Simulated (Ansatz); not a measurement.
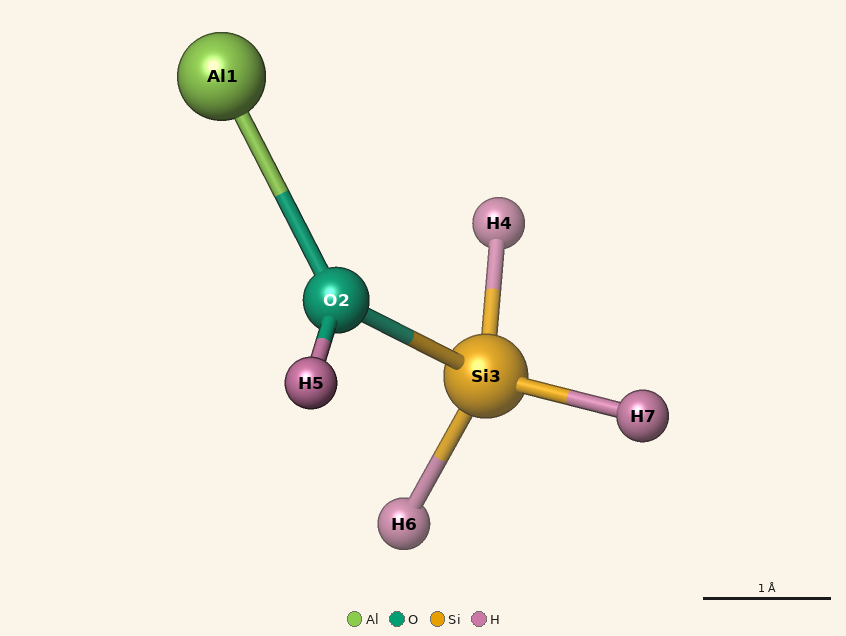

Orthographic view. Depth is shown by fading: the farther an atom, the more it takes the colour of the background. Charge +1, singlet. The computed structure is the end point of a PBE-D4/def2-SVP optimisation. No frequency run is at hand to confirm it as a minimum.

Give the geometry as a Z-matrix, atoms in numerical order, with these reference atoms: 2 to 1; 3 to 2, 1; 4 to 3, 2, 1; 5 to 2, 3, 4; 6 to 3, 4, 2; 7 to 3, 6, 4.

```
Al 
O    1   1.995
Si   2   1.809   1   128.1
H    3   1.494   2    99.8   1     1.6
H    2   0.985   3   113.5   4  -178.5
H    3   1.491   4   114.2   2   112.4
H    3   1.491   6   114.9   4  -135.0
```
